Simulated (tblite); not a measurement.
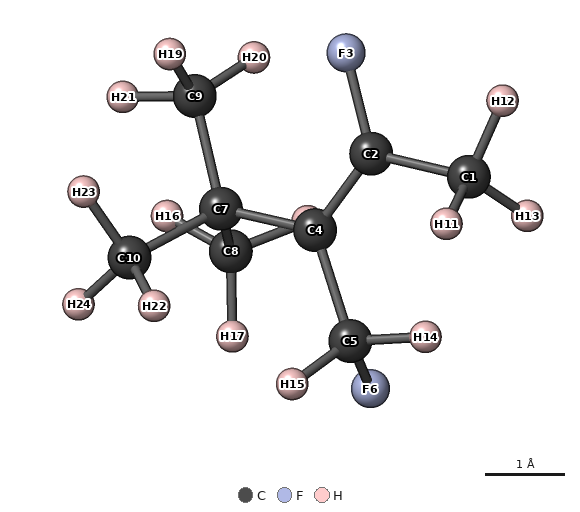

C8H14F2, before the relaxation. Style: ball-and-stick. Shown at a tilt.

Level of theory: GFN2-xTB geometry optimisation, gas phase (tblite).

```xyz
24

C     2.7913    0.7071   -0.5695
C     1.2740    0.8272   -0.5460
F     0.7607    1.9210   -1.1255
C     0.5285   -0.0984    0.0311
C     1.2221   -1.2795    0.6687
F     0.8089   -2.4398    0.0660
C    -0.9275    0.0117    0.0642
C    -1.5770   -1.1686   -0.6341
C    -1.5121    1.2029   -0.6308
C    -1.3498    0.0984    1.5201
H     3.1442    0.6825    0.4575
H     3.1693    1.5771   -1.1345
H     3.0997   -0.1776   -1.1231
H     2.3048   -1.1726    0.4549
H     1.0601   -1.2810    1.7691
H    -2.6538   -0.9152   -0.8100
H    -1.4510   -2.1262   -0.1219
H    -1.0632   -1.2414   -1.6292
H    -1.3094    2.1736   -0.1424
H    -1.3267    1.1583   -1.7031
H    -2.6381    1.0651   -0.5377
H    -0.5068   -0.0655    2.2236
H    -1.6796    1.1542    1.6927
H    -2.1805   -0.5934    1.7675
```

Q: Where does the relaxation end?

A: F6 moves most after the best rigid fit: 1.05 Å. Largest moves by element: F 1.05 Å, H 0.98 Å, C 0.16 Å. Among the contacts that change: C4–C7 1.461 → 1.522 Å, C9–H21 1.138 → 1.088 Å, C7–C9 1.498 → 1.531 Å, C10–H23 1.119 → 1.088 Å. Bond angles that change, for instance: H19–C9–H20 116.1° → 108.7°, F6–C5–H15 112.9° → 105.9°, C2–C4–C7 121.3° → 128.1°. Groups turn about C4–C5 by about 50°, C7–C10 by about 50°. After 119 geometry steps the energy has fallen by 0.933 eV.

Step by step:

```tsv
step	E − E(0), eV
0	0.0000
1	-0.2726
2	-0.3686
3	-0.4404
4	-0.5170
5	-0.5574
6	-0.5834
7	-0.6054
8	-0.6206
9	-0.6320
10	-0.6416
16	-0.6782
21	-0.6937
27	-0.7149
33	-0.7731
39	-0.8333
44	-0.8698
50	-0.8867
56	-0.8978
62	-0.9067
67	-0.9184
73	-0.9286
79	-0.9305
85	-0.9312
90	-0.9316
96	-0.9319
102	-0.9323
108	-0.9326
113	-0.9328
119	-0.9331
```

The structure at the end:

```xyz
24

C     2.8322    0.7360   -0.6601
C     1.3414    0.8443   -0.5825
F     0.8976    1.9739   -1.1811
C     0.5203   -0.0290    0.0007
C     1.1880   -1.2324    0.6222
F     1.7046   -2.0727   -0.3461
C    -0.9981    0.0256    0.0919
C    -1.5803   -1.2624   -0.5103
C    -1.6081    1.2082   -0.6644
C    -1.4057    0.1482    1.5689
H     3.2786    0.8106    0.3316
H     3.2152    1.5474   -1.2737
H     3.1313   -0.2117   -1.1014
H     2.0350   -0.9433    1.2537
H     0.4927   -1.8379    1.2041
H    -2.6666   -1.2150   -0.4950
H    -1.2771   -2.1501    0.0371
H    -1.2542   -1.3721   -1.5419
H    -1.2732    2.1564   -0.2544
H    -1.3498    1.1731   -1.7191
H    -2.6918    1.1668   -0.5776
H    -1.0726   -0.7024    2.1578
H    -0.9823    1.0516    2.0026
H    -2.4889    0.2066    1.6447
```

The end point in the same view:

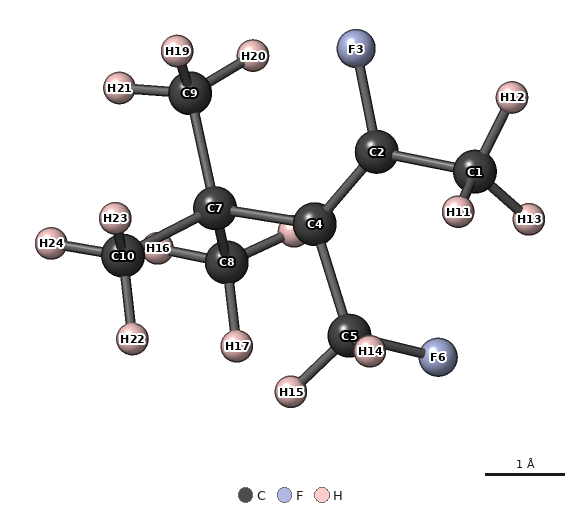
